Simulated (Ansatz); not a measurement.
```
Cl Se Cu
1.0
     4.41410    0.00000    0.00000
     0.00000    4.41410    0.00000
     0.00000    0.00000    4.41410
Cl Se Cu
1 1 3
Direct
  0.00000 0.00000 0.00000
  0.50000 0.50000 0.50000
  0.50000 0.50000 0.00000
  0.50000 0.00000 0.50000
  0.00000 0.50000 0.50000
```

Space group Pm-3m; a generated structure, not necessarily the stable one; changed on purpose from its base cell (volume × 0.940 of the coarse rest volume); computed pressure about 7 GPa in this cell; computed without spin polarisation.

The calculation used DFT PBEsol, scalar-relativistic, plane waves, PAW in Ansatz.

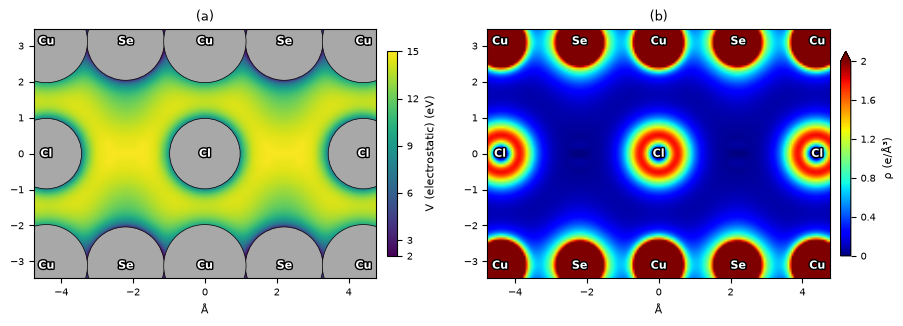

Cu3SeCl. (a) electrostatic potential (local pseudopotential plus Hartree) felt by an electron; (b) valence charge density (pseudo) on the (101) plane of the conventional cell. Grey discs cover the atomic cores in the potential map.

What does the map show?

Answer. The plane passes through Cl, Se and Cu nuclei.
Cu–Se (2.21 Å): ρ at the midpoint is about 0.65 e/Å³.
Cu–Cl (3.12 Å): ρ is about 0.11 e/Å³ halfway.
The density dies away to nearly zero in the voids.
Outside the cores the potential energy rises away from the atoms and is highest about 1.8 Å from the nearest atoms; its zero is arbitrary.
